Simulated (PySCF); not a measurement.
```xyz
15

C    -2.8048    0.9099   -0.0497
C    -1.8444    0.0689   -0.4022
F    -2.0489   -0.9472   -1.2370
C    -0.4312    0.2001    0.1243
O    -0.1304    1.0863    0.8664
C     0.4475   -0.8634   -0.4061
Si    2.2068   -0.5812    0.5254
O     2.7326    0.8266    0.0180
H    -3.8037    0.7817   -0.4413
H    -2.6159    1.7265    0.6248
H     0.0494   -1.8608   -0.2238
H     0.5748   -0.7530   -1.4841
H     1.9199   -0.7232    1.9408
H     2.9395   -1.5640   -0.2795
H     2.8043    1.7007    0.4022
```

Geometry: GFN2-xTB.

All numbers below come from UKS B3LYP, pcH-1 on C F H O Si, non-relativistic, mean-field spin-orbit, GIAO (PySCF).

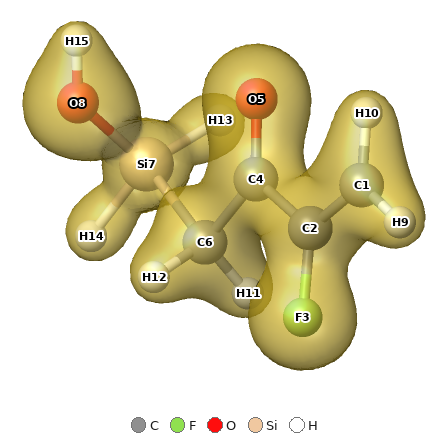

C4H7FO2Si (charge +1, doublet). Isosurface of the electron density at 0.6 e/Å³ (yellow), seen at an oblique angle.

Q: Which contacts does the surface bridge?

A: At this value the surface falls into two separate pieces. It bridges the sampled C–O (1.19 Å), C–C (1.32 Å), C–F (1.33 Å) and Si–O (1.59 Å) contacts, where the density stays above the isovalue. On the grid the lowest density along these lines, outside the cores, is 3 e/Å³ (C–O, 1.19 Å), 2.4 e/Å³ (C–C, 1.32 Å), 1.8 e/Å³ (C–F, 1.33 Å) and 1.1 e/Å³ (Si–O, 1.59 Å).
